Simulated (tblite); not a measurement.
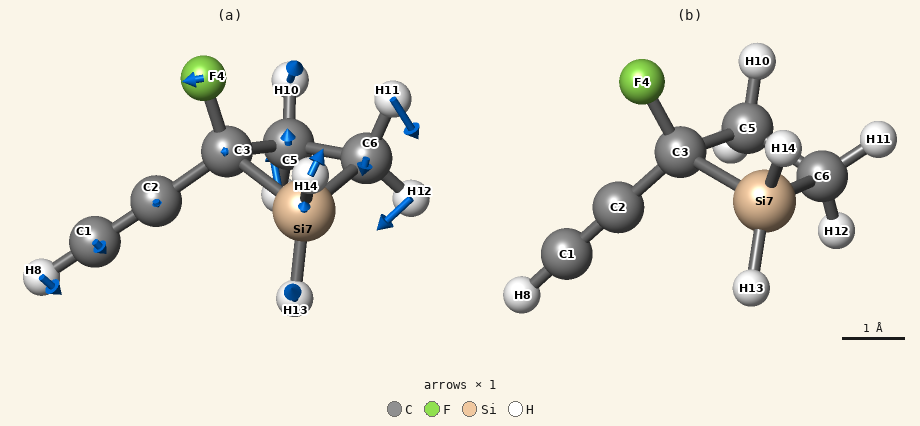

The structure of C₅H₇FSi before (left) and after (right) a relaxation, at one scale. The blue arrows give the displacements, at their true length.

Style: ball-and-stick. Shown from a free direction.

Theory: tblite, GFN2-xTB geometry optimisation, gas phase. 

> Describe what moved and what it gained.

The atom that moves furthest after the best rigid fit is an H atom (0.91 Å). Largest moves by element: H 0.91 Å, F 0.35 Å, C 0.33 Å, Si 0.21 Å. Among the contacts that change: C–Si 1.888 → 1.950 Å, C–Si 1.870 → 1.913 Å, C–F 1.362 → 1.400 Å, C–H 1.124 → 1.088 Å. Bond angles that change, for instance: Si–C–H 109.0° → 118.1°, H–C–H 116.7° → 108.5°, H–C–H 115.2° → 107.2°. Groups turn about C–C by about 40°, C–C by about 30°, C–Si by about 30°. Over 118 geometry steps the energy falls by 10.1 kcal/mol. The run took 1 s on 1 thread of Arm Neoverse N1, with other jobs on the host.
